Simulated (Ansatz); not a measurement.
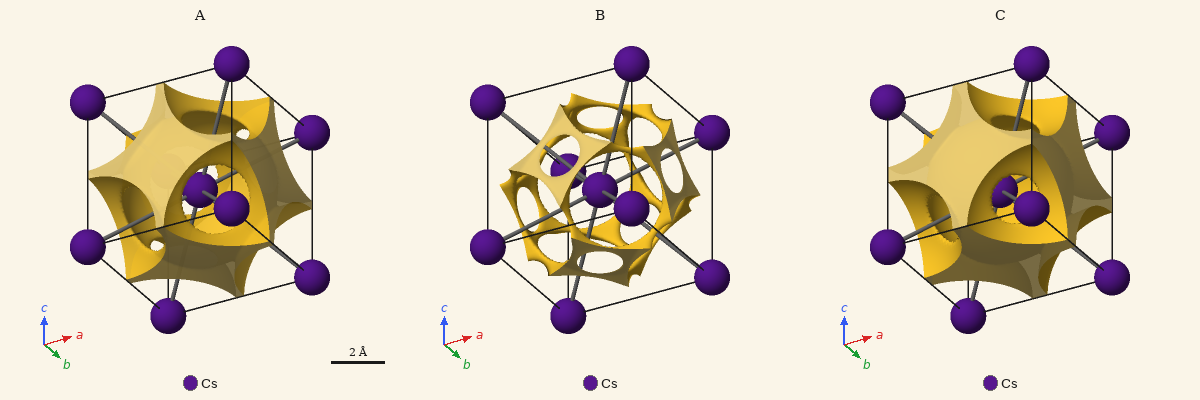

Three surfaces of the space that a probe's centre can reach in Cs (Im-3m), computed for probe radii of 0.10, 0.25, 0.50 Å, in shuffled order. Pale faces close the region where the drawn box cuts it.

The atoms' radii are touching radii (half the shortest distance): Cs 2.71 Å.

Origin of the cell: the geometry relaxed with Ansatz 0.2.0, DFT, m-r2SCAN, plane waves (500 eV) with PAW, scalar-relativistic.

```
Cs
1.0
     6.26977    0.00000    0.00000
     0.00000    6.26977    0.00000
     0.00000    0.00000    6.26977
Cs
2
Direct
  0.00000 0.00000 0.00000
  0.50000 0.50000 0.50000
```

Which panel belongs to which radius, and what does each show?

Answer. C: 0.10 Å, a three-dimensional network, 25 % of the volume. A: 0.25 Å, a three-dimensional network, 15 % of the volume. B: 0.50 Å, a three-dimensional network, 2.9 % of the volume. The larger the probe, the smaller the space left to it.
